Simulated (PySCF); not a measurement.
C4H8O4Si (SMILES [H][Si]([H])(OC(C)=O)OC(C)=O)

Input file:

```
{"job": {"kind": "uv", "xc": "CAM-B3LYP", "basis": "def2-SVPD", "ip": true, "nstates": 10}, "charge": 0, "multiplicity": 1}
Si    -0.703884     0.007644    -0.493951
O     -0.514652    -0.015857     1.211674
C     -1.677673    -0.048360     1.867470
C     -1.529825    -0.079281     3.354662
O     -2.725501    -0.050836     1.263327
H     -2.516182    -0.124520     3.828814
H     -0.987162     0.817635     3.687840
H     -0.922917    -0.948677     3.646704
O      0.967858     0.030418    -0.881063
C      1.206713     0.050105    -2.194893
C      2.660728     0.069685    -2.541671
O      0.294027     0.051652    -2.988243
H      2.786429     0.076170    -3.629660
H      3.154748    -0.810078    -2.104080
H      3.132134     0.958318    -2.096995
H     -1.339908     1.271082    -0.916134
H     -1.313471    -1.255689    -0.953551
```

Run with:

```sh
OMP_NUM_THREADS=1 python probes_run.py task.json out
```

Geometry: PBE0-D3(BJ)/def2-SVP.

Method: CAM-B3LYP/def2-SVPD, SCF density, gas phase in PySCF.

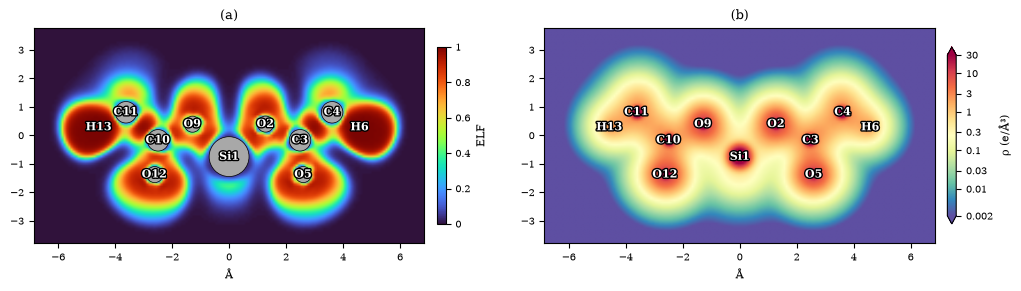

Figure 1. (a) ELF; (b) electron density on the plane of atoms O9, C10 and C11. Grey discs cover the atomic cores in the ELF map.

Question: Read the bonding off the picture.

Answer:
- Atoms in the plane: Si, O, C and H.
- C–O (1.21 Å): ρ at the midpoint is about 3.4 e/Å³; the ELF peaks at about 0.85 between the atoms: a short, multiple covalent bond.
- C–C (1.49 Å): the density is about 1.8 e/Å³ at the midpoint; the ELF peaks at about 1 between the atoms (localised, covalent bonding).
- Si–O (1.72 Å): ρ at the midpoint is about 1 e/Å³; the ELF peaks at about 0.90 between the atoms: a shared but strongly polarised pair.
- C–H (1.10 Å): ρ is about 2 e/Å³ halfway; the ELF climbs to about 1 towards the hydrogen, as it does in any bond to H; a covalent bond by its length.
- C–O (1.34 Å): the density is about 2.5 e/Å³ at the midpoint; the ELF peaks at about 0.90 between the atoms (a polar covalent bond).
- The ELF also peaks beside O12, O5, O9 and O2, away from the bonds: lone-pair regions.

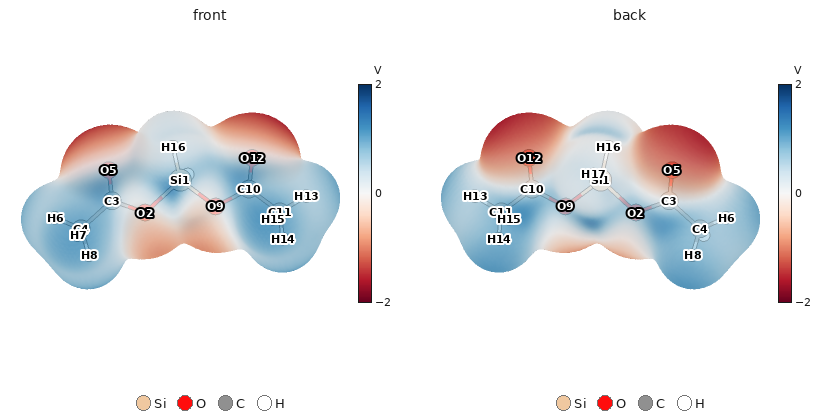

Figure 2. The molecular electrostatic potential painted on the density surface at 0.002 e/bohr³, seen from the front and from behind; red is negative and blue positive.

Question: Describe the electrostatic potential map.

Answer: The most negative region (about −1.6 V, or −37 kcal/mol for a unit charge) lies over O5 and O12, the most positive (about +1.2 V, or +28 kcal/mol for a unit charge) over Si1, C3 and C10.

Question: How polar is the molecule by this calculation?

Answer: Its dipole moment is 3.56 D.
